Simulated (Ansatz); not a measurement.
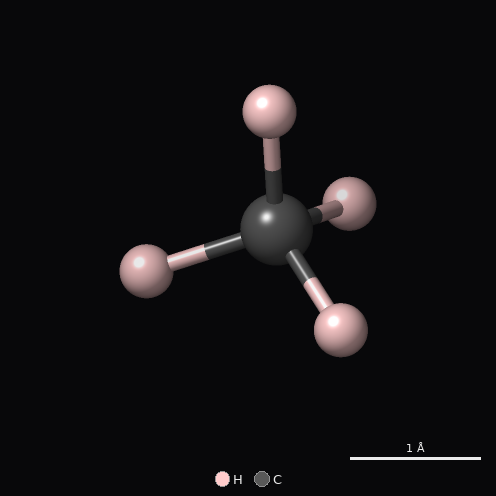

The picture shows a molecular structure as a ball-and-stick model. Every bond is drawn as one stick, whatever its order.

What does the picture show?

Formula CH4. This geometry has Td symmetry. Coordination: 1 C tetrahedral.

More results for the same structure follow; atom numbers are the same in all pictures, views and colours differ. The geometry was computed by an optimisation with PBE0-D4/def2-TZVP.

Shape

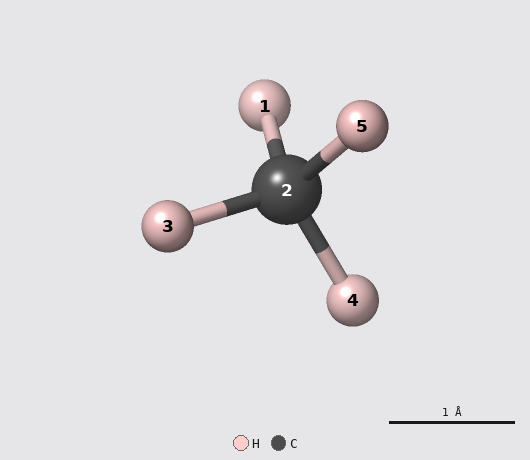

Atoms carry their numbers in the input.

Which atoms are bonded, and how long are the bonds?

```json
{"bond": "H1–C2", "length (Å)": "1.090"}
{"bond": "C2–H3", "length (Å)": "1.090"}
{"bond": "C2–H4", "length (Å)": "1.090"}
{"bond": "C2–H5", "length (Å)": "1.090"}
```

Vibrations

Harmonic vibrations computed with RKS PBE0-D4/def2-TZVP (Ansatz 0.2.0) at a stationary point of the same level.

> How many vibrational modes are there, and where do they lie?

9 modes: 1326, 1326, 1326, 1551, 1551, 3047, 3168, 3168, 3168 cm⁻¹.

Thermal motion

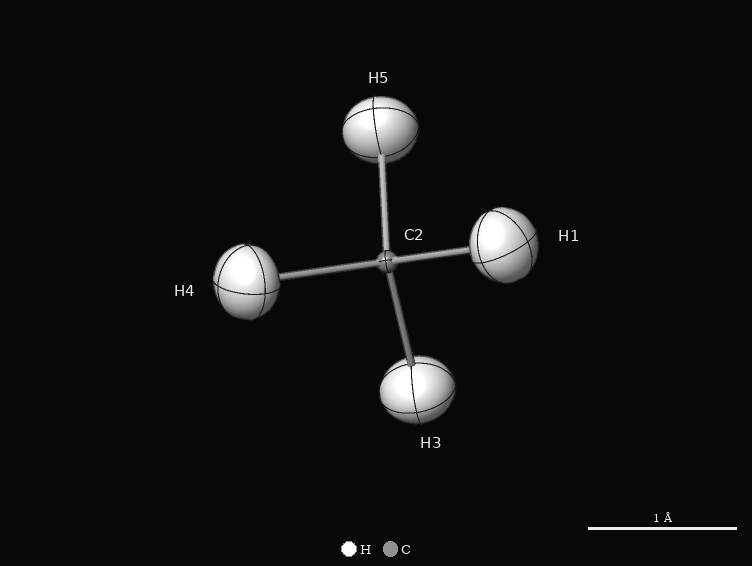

Displacement ellipsoids at the 50 % level, enlarged 2 times, from the internal vibrations of the free molecule (harmonic, no overall translation or rotation; no half-axis is drawn under 0.075 Å). Vibrations computed with RKS PBE0-D4/def2-TZVP (Ansatz 0.2.0). Temperature: 600 K.

> Which atom has the largest mean-square displacement?

H1, H3, H4, H5, with U_eq = 0.0064 Å².

List U_eq and the three principal root-mean-square amplitudes for each kind of atom.

| atom | U_eq (Å²) | rms amplitudes (Å) |
| --- | --- | --- |
| H1, H3, H4, H5 | 0.0064 | 0.071, 0.084, 0.084 |
| C2 | 0.00022 | 0.015, 0.015, 0.015 |

Electronic properties

Level of theory: RKS PBE0-D4/def2-TZVPP (Ansatz 0.2.0).

What does the calculation give?

- HOMO energy (Kohn–Sham orbital): −10.98 eV
- LUMO energy (Kohn–Sham orbital): 1.70 eV
- HOMO–LUMO gap: 12.68 eV
